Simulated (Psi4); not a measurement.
# BNH3F3 (SMILES [NH3+][B-](F)(F)F) at CAM-B3LYP/cc-pVDZ

What is the energy change on altering one bond length of BNH3F3 at CAM-B3LYP/cc-pVDZ? 

The results are computed with Psi4 1.11.

1 further run of the same task is left out (set aside as unsound or not needed).

**1. Starting point**

BNH3F3 has 8 atoms, charge 0, and is taken as a singlet. SMILES: `[NH3+][B-](F)(F)F`. Geometry: relaxed at PBE0-D4/def2-TZVP.

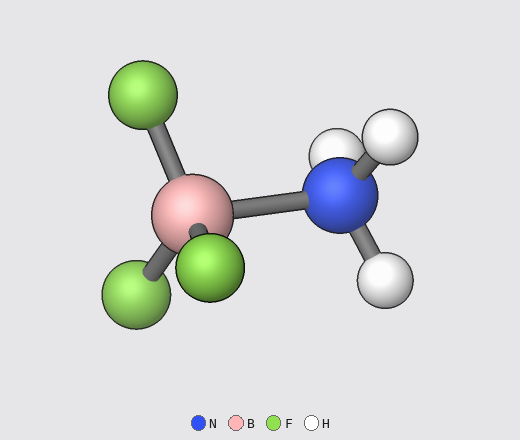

Viewed from a chosen angle; nitrogen blue, boron pink, fluorine green, hydrogen white.

**2. Energy and gradient at CAM-B3LYP/cc-pVDZ**

bf3h3n.xyz

```xyz
8
BF3H3N
N     -0.501800    -0.052400     0.645700
B      0.531500     0.038700    -0.668100
F      1.521100    -0.860400    -0.378100
F     -0.251400    -0.312100    -1.733900
F      0.943600     1.343300    -0.679400
H     -1.280300     0.587300     0.522000
H     -0.006300     0.194600     1.496700
H     -0.864300    -0.996100     0.739300
```

job.py

```python
import psi4

psi4.set_memory('1600 MB')
psi4.set_num_threads(1)
psi4.set_output_file('output.dat', False)

with open('bf3h3n.xyz') as f:
    atoms = ''.join(f.readlines()[2:])
mol = psi4.geometry('0 1\n' + atoms + 'symmetry c1\nno_reorient\nno_com')

psi4.set_options({
    'basis': 'cc-pVDZ',
    'reference': 'rks',
    'puream': True,
    'e_convergence': 1e-09,
    'd_convergence': 1e-08,
    'scf_type': 'pk',
    'dft_radial_points': 99,
    'dft_spherical_points': 590,
})

e_tot = psi4.gradient('CAM-B3LYP')
print('gradient / Eh bohr^-1')
print(e_tot.np.round(6))
for k, v in sorted(psi4.core.scalar_variables().items()):
    print(f'{k:45s} {v:18.10f}')
```

Command:

```
$ python job.py
```

output.dat:

```text
[...]
  Running in c1 symmetry.
[...]
  Nuclear repulsion =  191.439123084637203
[...]
  Multiplicity = 1
[...]
  Nalpha       = 21
  Nbeta        = 21
[...]
    Number of basis functions: 85
[...]
   @RKS iter   1:  -380.85832769732428   -5.92985e-01   8.65376e-03 DIIS/ADIIS
[...]
   @RKS iter  10:  -381.05360378722276   -4.77485e-12   6.55361e-09 DIIS
[...]
    Orbital Energies [Eh]
    ---------------------
    Doubly Occupied:
       1A    -24.718420     2A    -24.718396     3A    -24.718387
       4A    -14.497501     5A     -6.923272     6A     -1.264128
       7A     -1.219962     8A     -1.219935     9A     -1.049524
      10A     -0.641970    11A     -0.641956    12A     -0.629322
      13A     -0.566691    14A     -0.547636    15A     -0.547624
      16A     -0.457983    17A     -0.457979    18A     -0.434441
      19A     -0.434425    20A     -0.422945    21A     -0.411345
[...]
  @RKS Final Energy:  -381.05360378722276
   => Energetics <=
    Nuclear Repulsion Energy =            191.4391230846372025
    One-Electron Energy =                -909.8117736307822270
    Two-Electron Energy =                 369.5575886205908205
    DFT Exchange-Correlation Energy =     -32.2385418616685655
    Empirical Dispersion Energy =           0.0000000000000000
    VV10 Nonlocal Energy =                  0.0000000000000000
    Total Energy =                       -381.0536037872227553
[...]
 Multipole Moments:
 ------------------------------------------------------------------------------------
     Multipole            Electronic (a.u.)      Nuclear  (a.u.)        Total (a.u.)
 ------------------------------------------------------------------------------------
 L = 1.  Multiply by 2.5417464519 to convert [e a0] to [Debye]
 Dipole X            :        -33.4832029           31.9622608           -1.5209421
 Dipole Y            :         -2.3069054            2.1726181           -0.1342872
 Dipole Z            :         41.9684215          -40.0342259            1.9341956
 Magnitude           :                                                    2.4642262
[...]
  -Total Gradient:
     Atom            X                  Y                   Z
    ------   -----------------  -----------------  -----------------
       1       -0.004344122640    -0.000333050749     0.005430421424
       2        0.000404762275     0.000000441781    -0.000458256207
       3       -0.002957145484     0.003376886983    -0.001962540527
       4        0.003542958719     0.001346931988     0.003021069418
       5       -0.000835699608    -0.004702915298    -0.000849906261
       6        0.004552924868    -0.003589760068     0.000491676856
       7       -0.002594348210    -0.001358659470    -0.004954808116
       8        0.002186466090     0.005268616099    -0.000733777374
[...]
```

Standard output:

```text
gradient / Eh bohr^-1
[[-0.004344 -0.000333  0.00543 ]
 [ 0.000405  0.       -0.000458]
 [-0.002957  0.003377 -0.001963]
 [ 0.003543  0.001347  0.003021]
 [-0.000836 -0.004703 -0.00085 ]
 [ 0.004553 -0.00359   0.000492]
 [-0.002594 -0.001359 -0.004955]
 [ 0.002186  0.005269 -0.000734]]
CURRENT ENERGY                                   -381.0536037872
CURRENT REFERENCE ENERGY                         -381.0536037872
DD SOLVATION ENERGY                                 0.0000000000
DFT FUNCTIONAL TOTAL ENERGY                      -381.0536037872
DFT TOTAL ENERGY                                 -381.0536037872
DFT VV10 ENERGY                                     0.0000000000
DFT XC ENERGY                                     -32.2385418617
GRID ELECTRONS ALPHA                               20.9999998998
GRID ELECTRONS BETA                                20.9999998998
GRID ELECTRONS TOTAL                               41.9999997996
NUCLEAR REPULSION ENERGY                          191.4391230846
ONE-ELECTRON ENERGY                              -909.8117736308
PCM POLARIZATION ENERGY                             0.0000000000
PE ENERGY                                           0.0000000000
SCF ITERATION ENERGY                             -381.0536037872
SCF ITERATIONS                                     10.0000000000
SCF TOTAL ENERGY                                 -381.0536037872
TWO-ELECTRON ENERGY                               369.5575886206
XC GRID RADIAL POINTS                              99.0000000000
XC GRID SPHERICAL POINTS                          590.0000000000
XC GRID TOTAL POINTS                           443954.0000000000
```

It took 23 s on 1 thread of Intel Xeon 6975P-C (Granite Rapids), shared host; peak memory 0.85 GiB.

**3. The distorted shape: a single-point energy at CAM-B3LYP/cc-pVDZ**

bf3h3n.json

```json
{
 "schema_name": "qcschema_input",
 "schema_version": 1,
 "molecule": {
  "schema_name": "qcschema_molecule",
  "schema_version": 2,
  "symbols": ["N", "B", "F", "F", "F", "H", "H", "H"],
  "geometry": [-1.69730854, -0.47240885, -0.0662538, 0.25534546, -0.3002548, -2.54897598, 2.12541844, -1.99930756, -2.0009554, -1.22412112, -0.96317073, -4.56304608, 1.0341016, 2.1650819, -2.57032989, -3.16846033, 0.73644895, -0.30001292, -0.01190527, 0.3677407, 2.82835309, -2.38233426, -2.2557434, 0.11062457],
  "molecular_charge": 0,
  "molecular_multiplicity": 1,
  "fix_symmetry": "c1"
 },
 "driver": "energy",
 "model": {
  "method": "cam-b3lyp",
  "basis": "cc-pVDZ"
 },
 "keywords": {
  "reference": "rks",
  "puream": true,
  "e_convergence": 1e-09,
  "d_convergence": 1e-08,
  "scf_type": "pk",
  "dft_radial_points": 99,
  "dft_spherical_points": 590,
  "scf_properties": ["WIBERG_LOWDIN_INDICES", "MAYER_INDICES", "LOWDIN_CHARGES"]
 }
}
```

Command:

```
$ psi4 --qcschema bf3h3n.json -n 1 --memory 1600MB
```

stdout:

```text
[...]
  Running in c1 symmetry.
[...]
  Nuclear repulsion =  188.594261840733026
[...]
  Multiplicity = 1
[...]
  Nalpha       = 21
  Nbeta        = 21
[...]
    Number of basis functions: 85
[...]
   @RKS iter   1:  -380.62111527784344   -6.73913e-01   9.37488e-03 ADIIS/DIIS
[...]
   @RKS iter  12:  -380.90991994036705   -1.18803e-11   7.93574e-09 DIIS
[...]
    Orbital Energies [Eh]
    ---------------------
    Doubly Occupied:
       1A    -24.722851     2A    -24.711340     3A    -24.711306
       4A    -14.516105     5A     -6.918578     6A     -1.260532
       7A     -1.218762     8A     -1.212963     9A     -1.002575
      10A     -0.629098    11A     -0.622001    12A     -0.566089
      13A     -0.552246    14A     -0.542316    15A     -0.491251
      16A     -0.454899    17A     -0.452251    18A     -0.428375
      19A     -0.426137    20A     -0.413320    21A     -0.407500
[...]
  @RKS Final Energy:  -380.90991994036705
   => Energetics <=
    Nuclear Repulsion Energy =            188.5942618407330258
    One-Electron Energy =                -904.4511973844421391
    Two-Electron Energy =                 367.0471530059027145
    DFT Exchange-Correlation Energy =     -32.1001374025606125
    Empirical Dispersion Energy =           0.0000000000000000
    VV10 Nonlocal Energy =                  0.0000000000000000
    Total Energy =                       -380.9099199403670468
[...]
 Multipole Moments:
 ------------------------------------------------------------------------------------
     Multipole            Electronic (a.u.)      Nuclear  (a.u.)        Total (a.u.)
 ------------------------------------------------------------------------------------
 L = 1.  Multiply by 2.5417464519 to convert [e a0] to [Debye]
 Dipole X            :          2.4112999           -3.7901089           -1.3788091
 Dipole Y            :          0.1094874           -0.1799920           -0.0705046
 Dipole Z            :         -3.8170679            5.9437046            2.1266367
 Magnitude           :                                                    2.5354820
[...]
```

The result, in JSON:

```text
{
 "driver": "energy",
 "model": {
  "method": "cam-b3lyp",
  "basis": "cc-pVDZ"
 },
 "success": true,
 "return_result": -380.90991994036705,
 "properties": {
  "calcinfo_nbasis": 85,
  "calcinfo_nmo": 85,
  "calcinfo_nalpha": 21,
  "calcinfo_nbeta": 21,
  "calcinfo_natom": 8,
  "nuclear_repulsion_energy": 188.59426184073303,
  "return_energy": -380.90991994036705,
  "scf_one_electron_energy": -904.4511973844421,
  "scf_two_electron_energy": 367.0471530059027,
  "scf_xc_energy": -32.10013740256061,
  "scf_dipole_moment": [-1.3788090513031177, -0.07050455411123269, 2.1266366646646717],
  "scf_total_energy": -380.90991994036705,
  "scf_iterations": 12
 }
}
```

Run time: 16 s. Hardware: 1 thread of Intel Xeon 6975P-C (Granite Rapids), shared host; peak memory 0.86 GiB.

**4. What came out**

Level: CAM-B3LYP/cc-pVDZ.

| quantity | value |
| --- | --- |
| first shape: total energy | -381.05360 Eh |
| first shape: dipole moment | 6.26 D |
| first shape: HOMO energy | -11.19 eV |
| first shape: LUMO energy | 1.34 eV |
| first shape: HOMO–LUMO gap | 12.54 eV |
| first shape: largest force on an atom | 0.358 eV/Å |
| distorted shape: total energy | -380.90992 Eh |
| distorted shape: dipole moment | 6.44 D |
| distorted shape: HOMO energy | -11.09 eV |
| distorted shape: LUMO energy | -3.37 eV |
| distorted shape: HOMO–LUMO gap | 7.72 eV |
| energy change with the N1–H7 bond stretched from 1.015 to 1.827 Å | 3.910 eV |

What this shows: With the N1–H7 bond stretched from 1.015 to 1.827 Å the energy rises by 3.91 eV (377 kJ/mol). The first shape isn't relaxed at this level, so the change isn't measured from a minimum. The largest force (first shape) is 0.36 eV/Å: the shape isn't a stationary point for this species at this level.
